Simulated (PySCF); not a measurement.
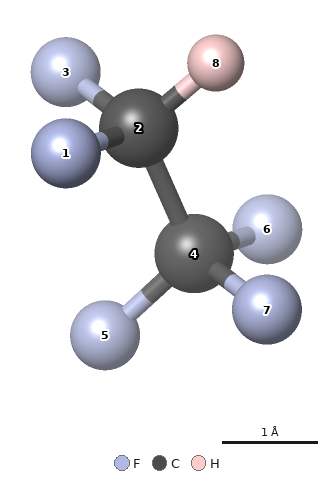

This is the input geometry for a relaxation of C2HF5. Style: ball-and-stick. Shown from a free direction.

The start comes from GFN2-xTB.

All numbers below come from PySCF 2.14.0, density-fitted response routines, PBE0-D3(BJ)/def2-SVP geometry optimisation, gas phase.

```xyz
8

F     1.1038   -1.1999    0.6685
C     0.7824   -0.1193   -0.0574
F     1.4224    0.9363    0.4660
C    -0.7485    0.1130    0.0020
F    -1.1941    0.2977    1.2363
F    -1.0779    1.1838   -0.7228
F    -1.3891   -0.9355   -0.5183
H     1.1100   -0.2667   -1.0988
```

Q: Where does the relaxation end?

A: The atom that moves furthest after the best rigid fit is F5 (0.038 Å). By element the largest moves are F 0.038 Å, H 0.016 Å, C 0.011 Å. Among the contacts that change: C2–C4 1.550 → 1.530 Å, C4–F6 1.334 → 1.329 Å. After 4 geometry steps the energy has fallen by 0.021 eV. Largest force component: 0.33 eV/Å at the start, 0.016 eV/Å at the end.

History of the run:

| step | E − E(0), eV | largest force component, eV/Å |
| --- | --- | --- |
| 0 | 0.0000 | 0.3311 |
| 1 | -0.0051 | 0.5577 |
| 2 | -0.0191 | 0.1949 |
| 3 | -0.0207 | 0.1020 |
| 4 | -0.0209 | 0.0156 |

Final geometry:

```xyz
8

F     1.0696   -1.2077    0.6617
C     0.7712   -0.1177   -0.0559
F     1.3893    0.9450    0.4727
C    -0.7404    0.1113   -0.0030
F    -1.1562    0.3012    1.2395
F    -1.0559    1.1797   -0.7286
F    -1.3662   -0.9454   -0.5098
H     1.0977   -0.2569   -1.1013
```
